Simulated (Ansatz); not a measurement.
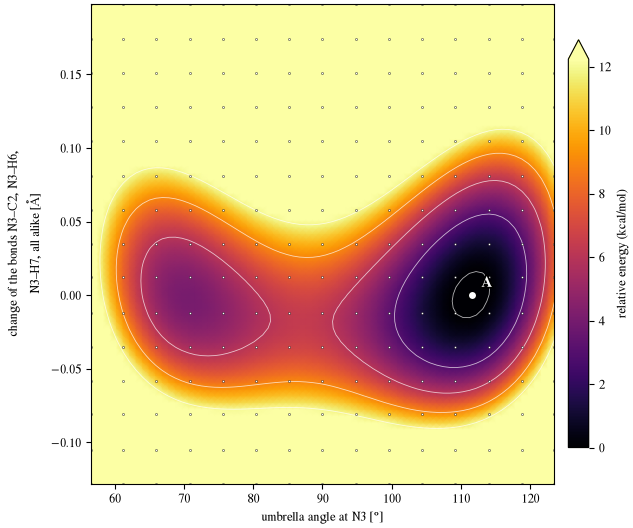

C₂H₄N, SMILES [CH-]=CN, charge −1. The first coordinate is: umbrella angle at N3 (between each of its bonds and their common axis; 90 is planar); the second: change of the bonds N3–C2, N3–H6, N3–H7, all alike. Nothing is relaxed (all other coordinates rigid). The scan uses a 15 × 15 grid. Points are written as (first, second). All energies are given in kcal/mol relative to the lowest grid point. Level of theory: RKS PBE0-D4/def2-TZVPD (Ansatz 0.2.0).

In the figure: a smooth colour map with a few white contour lines, dots at the grid points, one colour for all values above the top of the scale, the well A. Between grid points the surface is interpolated.

**Where is the minimum, and how stiff is the well along each coordinate? Take the well at A.**

The interpolated minimum is at the first coordinate ≈ 111.6°, the second coordinate ≈ 0.000 Å. The curvatures there are about 13 eV/rad² and 115 eV/Å², with a cross term of about −11 eV/(rad·Å). Round the minimum the valley is somewhat tilted: raising the first coordinate shifts the best value of the second coordinate upwards (coupling k₁₂/√(k₁₁k₂₂) about −0.3). (1 eV is 23.1 kcal/mol.)
